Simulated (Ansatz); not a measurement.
Input file:

```
crystal:
  periodic: [false, false, false]
  atoms:
    - {symbol: Si, position_ang: [-1.632919, -0.572035, -1.885300]}
    - {symbol: H, position_ang: [-1.783237, -1.953289, -1.356770]}
    - {symbol: H, position_ang: [-2.665631, 0.310450, -1.281425]}
    - {symbol: H, position_ang: [-1.930663, -0.639251, -3.349199]}
    - {symbol: Si, position_ang: [0.517869, 0.254732, -1.525092]}
    - {symbol: H, position_ang: [-0.109180, -0.089311, 1.563910]}
    - {symbol: N, position_ang: [-0.939220, -0.398608, 1.054557]}
    - {symbol: H, position_ang: [2.396810, 0.144296, 1.452355]}
    - {symbol: N, position_ang: [1.816099, 0.633792, 2.123068]}
    - {symbol: H, position_ang: [1.380674, -0.736802, -0.826514]}
    - {symbol: H, position_ang: [0.502867, 1.520766, -0.743638]}
    - {symbol: H, position_ang: [1.199612, 0.565258, -2.819610]}
    - {symbol: H, position_ang: [-1.129186, -1.356460, 1.322519]}
    - {symbol: H, position_ang: [-1.722937, 0.160401, 1.368632]}
    - {symbol: H, position_ang: [2.255348, 0.541211, 3.030582]}
    - {symbol: H, position_ang: [1.843692, 1.614751, 1.871928]}
basis:
  gaussian: {orbitals: def2-TZVPP}
hamiltonian: {xc: pbe0, dispersion: d4}
output: {orbitals: {seedname: orbitals}}
```

Launched as:

```sh
ansatz run in.yaml --threads 8 --pin off --events-out ev --progress --plain --max-ram 19148MiB
```

The reactant side of a reaction path; geometry: PBE0-D4/def2-TZVP.

All numbers below come from RKS PBE0-D4/def2-TZVPP in Ansatz.

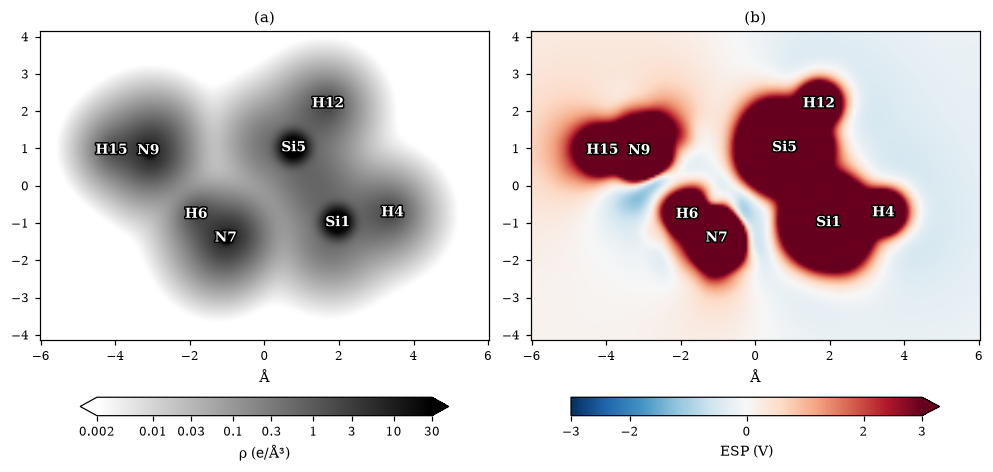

H6Si2···NH3···NH3. (a) total electron density; (b) molecular electrostatic potential on the plane of atoms Si1, Si5 and H12.

> What does the map show?

The section cuts through Si, H and N sites. N9···H6 (2.13 Å): the density falls to about 0.14 e/Å³ on the way; by its geometry a hydrogen bond between the two molecules, with no shared pair. Si–Si (2.33 Å): ρ is about 0.64 e/Å³ halfway. N–H (1.01 Å): the density is about 2.9 e/Å³ at the midpoint. Si–H (1.50 Å): ρ is about 0.78 e/Å³ halfway. Outside the dense part of the complex the potential is most negative (−1.3 V) near N9.
